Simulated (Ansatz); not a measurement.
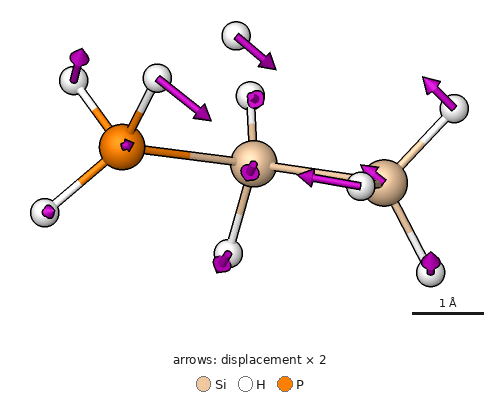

This is a constrained relaxation of Si₂PH₉. The starting structure is drawn; purple arrows show the displacements, magnified 2 times. The two geometries are superimposed by the best rigid fit.

A ball-and-stick model, seen from a free direction.

The reaction that was planned forms Si1–P7, H2–H6 and breaks Si1–H2, H6–P7 (atoms numbered from 1 in input order).

The calculation used RKS PBE0-D4/def2-SVP in Ansatz 0.2.0. Set-up: held fixed: the distance between atoms 1 (Si) and 7 (P), the distance between atoms 2 (H) and 6 (H), the distance between atoms 1 (Si) and 2 (H), the distance between atoms 6 (H) and 7 (P), counting from 1; force threshold 0.04 eV/Å; at most 150 steps.

### What happened in the run?

The atom that moves furthest after the best rigid fit is an H atom (0.50 Å). Largest moves by element: H 0.50 Å, Si 0.24 Å, P 0.10 Å. Among the contacts that change: H–Si 1.467 → 1.510 Å, H–P 1.379 → 1.413 Å, H–Si 1.464 → 1.490 Å, H–Si 1.488 → 1.510 Å. Among the angles between lasting bonds that change: Si–Si–P 110.6° → 98.8°, Si–P–H 100.9° → 110.1°, H–Si–Si 111.4° → 119.5°. After 7 geometry steps the energy has fallen by 5.56 kcal/mol. The largest force component goes from 0.81 to 0.027 eV/Å. The run took 14 s on 4 threads of Intel Xeon Platinum 8259CL @ 2.50GHz, with other jobs on the host.
